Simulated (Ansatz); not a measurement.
# Calculations on CH₆BFO

**1. Relaxation**

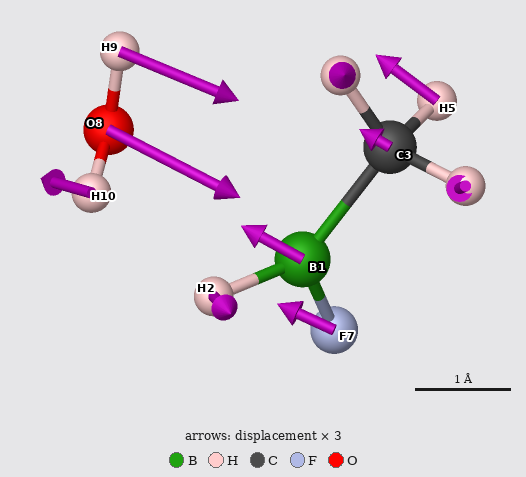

A relaxation of CH6BFO. The starting structure is drawn; purple arrows show the displacements, magnified 3 times. The two geometries are superimposed by the best rigid fit.

Style: ball-and-stick. Shown at a tilt.

The run prepares an end point of a later path (reaction) calculation, from a guessed geometry.

Theory: RKS PBE0-D4/6-31G* in Ansatz.

The input:
```yaml
crystal:
  periodic: [false, false, false]
  atoms:
    - { symbol: B, position_ang: [0.009362, -0.258307, -0.055812] }
    - { symbol: H, position_ang: [-0.094498, -0.521065, 1.109426] }
    - { symbol: C, position_ang: [1.385181, -0.09535, -0.781425] }
    - { symbol: H, position_ang: [1.713517, -1.08873, -1.123437] }
    - { symbol: H, position_ang: [1.311954, 0.538937, -1.670575] }
    - { symbol: H, position_ang: [2.179283, 0.284012, -0.129883] }
    - { symbol: F, position_ang: [-1.117685, -0.284189, -0.757783] }
    - { symbol: O, position_ang: [-0.10166, 2.042572, 1.158242] }
    - { symbol: H, position_ang: [0.836803, 2.272015, 1.192255] }
    - { symbol: H, position_ang: [-0.167658, 1.240605, 1.726192] }
basis:
  gaussian: { orbitals: "6-31G*" }
hamiltonian:
  xc: pbe0
  dispersion: d4
relax:
  f_tol: 0.03
  max_steps: 50
```

Run as
```bash
ansatz run input.yaml --threads 1 --pin off --max-ram 2048MiB --backend cpu --events-out ev --progress --plain --runs-dir out
```

What did the optimiser do to the structure, and how much energy did it gain?

The atom that moves furthest after the best rigid fit is O8 (0.54 Å). Largest moves by element: O 0.54 Å, H 0.45 Å, B 0.25 Å, F 0.22 Å, C 0.13 Å. Some distances before and after: B1–O8 2.604 → 1.843 Å, B1–F7 1.328 → 1.359 Å, B1–C3 1.564 → 1.590 Å, B1–H2 1.199 → 1.217 Å. Among the angles between lasting bonds that change: H2–B1–C3 123.4° → 119.0°, C3–B1–F7 120.2° → 117.1°, H9–O8–H10 103.8° → 106.3°. Over 8 geometry steps the energy falls by 0.241 eV. The largest force component goes from 0.85 to 0.027 eV/Å. The run took 29 s on 1 thread of Arm Neoverse V1, on a shared host, peak memory 0.16 GiB.

**2. Relaxation**

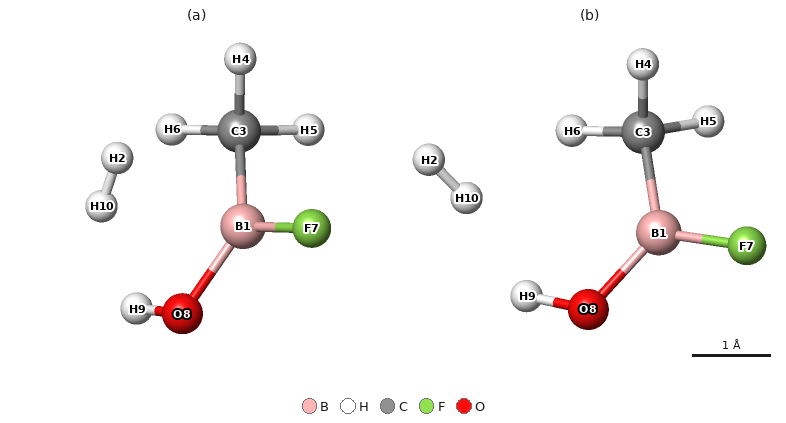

The structure of CH$_{6}$BFO before (left) and after (right) a relaxation, at one scale.

A ball-and-stick model, seen from a free direction.

The run prepares an end point of a later path (reaction) calculation, from a guessed geometry.

Theory: RKS PBE0-D4/6-31G* in Ansatz 0.2.0.

The input:
```yaml
crystal:
  periodic: [false, false, false]
  atoms:
    - { symbol: B, position_ang: [-0.000305, 0.640543, -0.248292] }
    - { symbol: H, position_ang: [0.034227, -0.586007, 1.814408] }
    - { symbol: C, position_ang: [1.391252, 0.100046, -0.739999] }
    - { symbol: H, position_ang: [1.461208, -0.980455, -0.570852] }
    - { symbol: H, position_ang: [1.490708, 0.247446, -1.823144] }
    - { symbol: H, position_ang: [2.253273, 0.574995, -0.259978] }
    - { symbol: F, position_ang: [-1.114892, 0.002028, -0.596305] }
    - { symbol: O, position_ang: [-0.190443, 1.793461, 0.489999] }
    - { symbol: H, position_ang: [0.650674, 2.22761, 0.672911] }
    - { symbol: H, position_ang: [-0.021102, 0.110832, 1.92845] }
basis:
  gaussian: { orbitals: "6-31G*" }
hamiltonian:
  xc: pbe0
  dispersion: d4
relax:
  f_tol: 0.03
  max_steps: 50
```

Run as
```bash
ansatz run input.yaml --threads 1 --pin off --max-ram 2048MiB --backend cpu --events-out ev --progress --plain --runs-dir out
```

Q: Summarise the run.

A: The largest move after the best rigid fit is that of H2, 1.09 Å. Largest moves by element: H 1.09 Å, F 0.78 Å, B 0.36 Å, O 0.19 Å, C 0.17 Å. Some distances before and after: H2–H10 0.708 → 0.744 Å, B1–O8 1.382 → 1.359 Å. Over 16 accepted moves (18 points after the start) the energy falls by 20.3 kJ/mol. Largest force component: 1.6 eV/Å at the start, 0.029 eV/Å at the end. The line search rejected the trial steps at points 9, 11 of the run. The run took 60 s on 1 thread of Arm Neoverse V1 (shared host), peak memory 0.16 GiB.

Limits of the set-up: the start holds two separate molecules, 2.2 Å apart at their closest, whose relative position is a soft coordinate.

**3. Path**

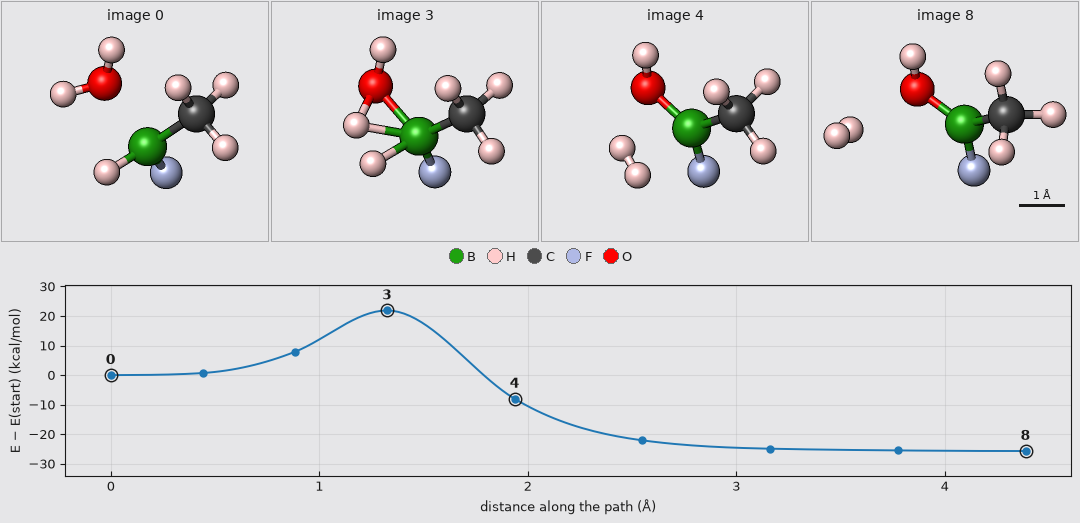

A nudged-elastic-band calculation for CH₆BFO. Images are numbered from 0 (start) to 8 (end). A ball-and-stick model, seen from a free direction.

These are results of Ansatz, RKS PBE0-D4/6-31G*, not measurements. Run with 7 movable images; climbing image; force threshold 0.03 eV/Å; iteration limit 60; starting path through a guess of the saddle point.

**Describe the mechanism and the energy profile.**

Breaking: B–H (1.22 → 3.70 Å), H–O (0.97 → 2.66 Å). Forming: B–O (1.84 → 1.36 Å), H–H (2.30 → 0.74 Å). The energy climbs by 21.9 kcal/mol to image 3 and then falls by 47.6 kcal/mol, so the end point sits at −25.7 kcal/mol. The band converged in 20 iterations, with a climbing image at the top. At the top, the vibrational analysis gives one imaginary mode (1410i cm⁻¹), as a transition state must have.

The run took 6 min on 1 thread of Arm Neoverse V1, with other jobs on the host, peak memory 0.14 GiB.
